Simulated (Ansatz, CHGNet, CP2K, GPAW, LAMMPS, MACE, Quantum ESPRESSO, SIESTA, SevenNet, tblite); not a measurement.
**Other levels on glassy 74TiO2-26ZrO2 (mol %) (105 atoms)**

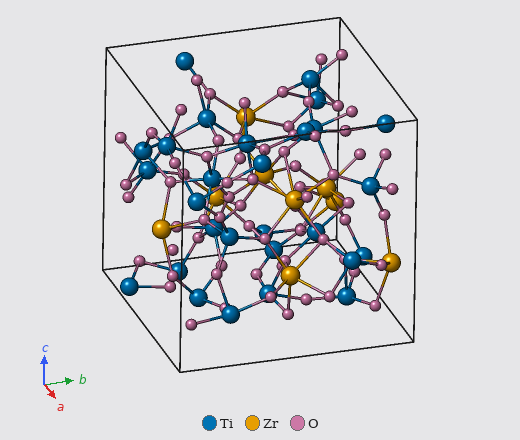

The cell (titanium blue, zirconium orange, oxygen pink). Bonds to atoms that aren't drawn are left out. Some periodic images of atoms are drawn too.

Density of this cell: 3.95 g/cm³. The cell holds 105 atoms: 26 Ti, 9 Zr and 70 O. Cell: a = 11.023 Å, b = 11.023 Å, c = 11.023 Å, α = 90.0°, β = 90.0°, γ = 90.0°. 105 atoms (26 Ti, 9 Zr, 70 O) placed at random at 3.98 g/cm³, melted at 4000 K for 10 ps at fixed volume with the Morse and Coulomb pair potential with partial charges (Pedone, Malavasi, Menziani, Cormack and Segre, J. Phys. Chem. B 110, 11780 (2006)). Quenched from 4000 K to 300 K at 50 K/ps and fixed volume, held 10 ps at zero pressure, then minimised at fixed cell.

Geometry: as built.

The reference, a calculation:

- method: Kohn-Sham DFT, PBE, SSSP efficiency 1.3.0 pseudopotentials, plane waves (Quantum ESPRESSO 7.5); sssp-pbe-1.3.0-efficiency, cutoffs 60/480 Ry, Γ point
- r.m.s. force component: 0.597 eV/Å
- longest force: 2.513 eV/Å
- pressure: 0.62 GPa
- gap (highest filled to lowest empty level): 2.446 eV
- time: 21 min on 2 MPI ranks of Arm Neoverse V1, shared host
- CPU time: 42 min

Q: Estimate the differences from the reference, the CPU time and the memory of each run.
- GPAW PBE, LCAO sz(dzp), h 0.18 Å (GPAW 26.7.0; 1 thread)
- GPAW PBE, LCAO dzp, h 0.18 Å (GPAW 26.7.0; 2 MPI ranks)
- CP2K PBE, DZVP-MOLOPT-SR, 280/50 Ry, diagonalisation (CP2K 2026.2; 4 MPI ranks)
- SIESTA PBE, SZP, shift 0.01 Ry, mesh 500 Ry (SIESTA 5.4.2; 2 MPI ranks)
- CHGNet 0.3.0 potential (CHGNet 0.3.0; 1 thread)
- GPAW PBE, grid h 0.18 Å (GPAW 26.7.0; 4 MPI ranks)
- tblite GFN1-xTB (tblite 0.8.0; 1 thread)
- GPAW PBE, LCAO dzp, h 0.25 Å (GPAW 26.7.0; 1 thread)
- SIESTA PBE, DZP, shift 0.01 Ry, mesh 500 Ry (SIESTA 5.4.2; 4 MPI ranks)
- CP2K PBE, DZVP-MOLOPT-SR, 800/50 Ry, diagonalisation (CP2K 2026.2; 2 threads)

Differences are against the plane-wave reference, forces as r.m.s. over components; share is that over the reference's r.m.s. force, slope the least-squares factor from reference forces to these. Total energies of different programs have different zeros and aren't compared.

```csv
run,"Δ force, r.m.s. (meV/Å)",share (%),slope,Δ pressure (GPa),Δ gap (eV),cores,CPU time,memory (GiB)
reference,-,-,-,-,-,2,42 min,4.4
"GPAW PBE, LCAO sz(dzp), h 0.18 Å (coarse)",220,36.9,1.097,-,-0.305,1,4.5 min,1.9
"GPAW PBE, LCAO dzp, h 0.18 Å",142,23.8,1.087,-,-0.0924,2,18 min,3.0
"CP2K PBE, DZVP-MOLOPT-SR, 280/50 Ry, diagonalisation (coarse)",98.3,16.5,1.042,0.745,-0.0714,4,12 min,4.4
"SIESTA PBE, SZP, shift 0.01 Ry, mesh 500 Ry (coarse)",106,17.7,1.061,0.866,-0.265,2,6.4 min,2.1
CHGNet 0.3.0 potential,146,24.5,0.883,1.81,-,1,8 s,1.5
"GPAW PBE, grid h 0.18 Å",69.3,11.6,1.047,-,0.0138,4,42 min,4.9
tblite GFN1-xTB,729,122,0.125,-12.1,-,1,11 s,0.14
"GPAW PBE, LCAO dzp, h 0.25 Å (coarse)",524,87.7,1.088,-,-0.0905,1,10 min,1.3
"SIESTA PBE, DZP, shift 0.01 Ry, mesh 500 Ry",77.9,13.0,1.038,0.870,-0.185,4,8.7 min,2.7
"CP2K PBE, DZVP-MOLOPT-SR, 800/50 Ry, diagonalisation",35.8,5.99,1.036,0.619,-0.072,2,15 min,6.1
```

Rows marked coarse were listed beforehand as settings not expected to be converged; some can still land near the reference.

Times of the machine-learned potentials are mostly Python's start and the loading of weights.

CPU time is summed over cores on a shared host, where runs went side by side, so it is rough. Symmetry, cutoffs, thresholds, outputs and thread counts weren't matched or tuned between programs; memory under MPI is the largest rank's times the ranks.

PBE on plane waves or a grid with other potentials, cutoffs or grids, coarse settings apart, differs from the reference by 12 % (GPAW PBE, grid h 0.18 Å) of the r.m.s. force; potentials, valence shells or grid differ, and the table alone doesn't part them. The PBE runs in local orbitals, coarse settings apart, differ by 6.0 % (CP2K PBE, DZVP-MOLOPT-SR, 800/50 Ry, diagonalisation) to 24 % (GPAW PBE, LCAO dzp, h 0.18 Å); basis, grid and potentials can all enter. Tight binding differs by 122 % (tblite GFN1-xTB); it is another model, with fitted parameters of its own, and the xTB methods hold dispersion. Machine-learned potentials differ by 25 % (CHGNet 0.3.0 potential); they were trained on other programs' data. Periodic xTB results under one method name differ between programs and library versions. Machine-learned potentials mimic data converged in k, so the reference's own k-point error enters their differences. The network of bonds at the start is that of the classical potential that made the cell, and needn't be the one that DFT or experiment would give. The electronic-structure runs sample only Γ, in a cell whose shortest periodic width is 11 Å.

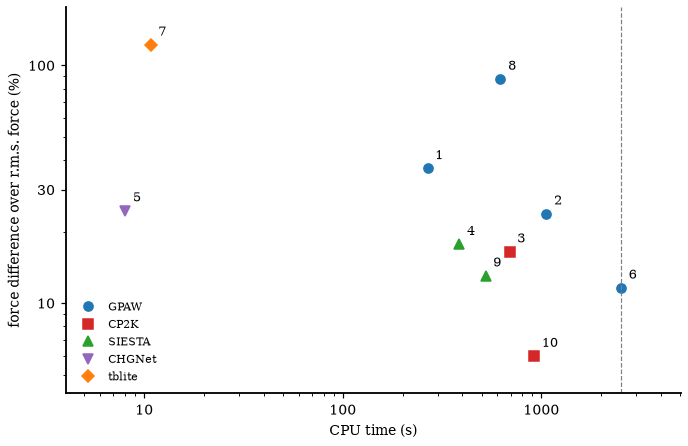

Force difference against CPU time; the dashed line marks the reference's time. Points: 1 GPAW PBE, LCAO sz(dzp), h 0.18 Å; 2 GPAW PBE, LCAO dzp, h 0.18 Å; 3 CP2K PBE, DZVP-MOLOPT-SR, 280/50 Ry, diagonalisation; 4 SIESTA PBE, SZP, shift 0.01 Ry, mesh 500 Ry; 5 CHGNet 0.3.0 potential; 6 GPAW PBE, grid h 0.18 Å; 7 tblite GFN1-xTB; 8 GPAW PBE, LCAO dzp, h 0.25 Å; 9 SIESTA PBE, DZP, shift 0.01 Ry, mesh 500 Ry; 10 CP2K PBE, DZVP-MOLOPT-SR, 800/50 Ry, diagonalisation.

[Logs are printed without paths, hosts, clocks, repeated set-up lines and the standing remarks that a program may print on its own settings, such as how far it seeks lower states.]

[Hosts, paths, dates, database ids (printed as entryN), source tags and the programs' standing remarks are cut or masked in the printed files.]
